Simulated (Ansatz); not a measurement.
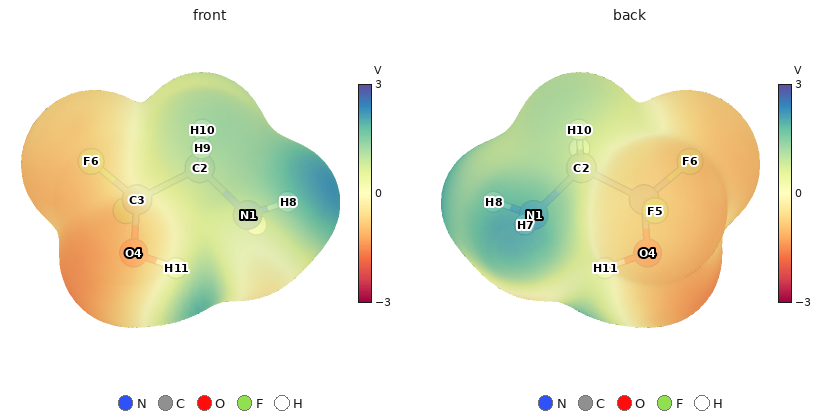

*C2H5F2NO (SMILES NCC(O)(F)F). The electrostatic potential painted on the density surface at 0.002 e/bohr³, seen from the front and from behind; the colour scale runs from red (negative) to blue (positive).*

Geometry: PBE0-D4/def2-TZVP.

These are results of Ansatz 0.2.0, RKS PBE0-D4/def2-TZVPP, not measurements.

| atom | x (Å) | y (Å) | z (Å) |
| --- | --- | --- | --- |
| N | 0.3810 | -1.2126 | -0.4723 |
| C | 0.6090 | -0.0558 | 0.3749 |
| C | -0.5173 | 0.9360 | 0.1265 |
| O | -1.7257 | 0.3456 | 0.0818 |
| F | -0.2692 | 1.5961 | -1.0513 |
| F | -0.5251 | 1.8876 | 1.0788 |
| H | 0.7106 | -1.0513 | -1.4152 |
| H | 0.8409 | -2.0371 | -0.1149 |
| H | 0.5404 | -0.3597 | 1.4205 |
| H | 1.5659 | 0.4543 | 0.2238 |
| H | -1.5450 | -0.5601 | -0.2321 |

Q: Which sites attract a positive test charge, and which a negative one?

A: A positive charge is drawn to the negative regions and a negative charge to the positive ones. The most negative region (about −1.5 V) lies over O4, the most positive (about +2.2 V) over H8. O4 is the likeliest acceptor of a hydrogen bond.
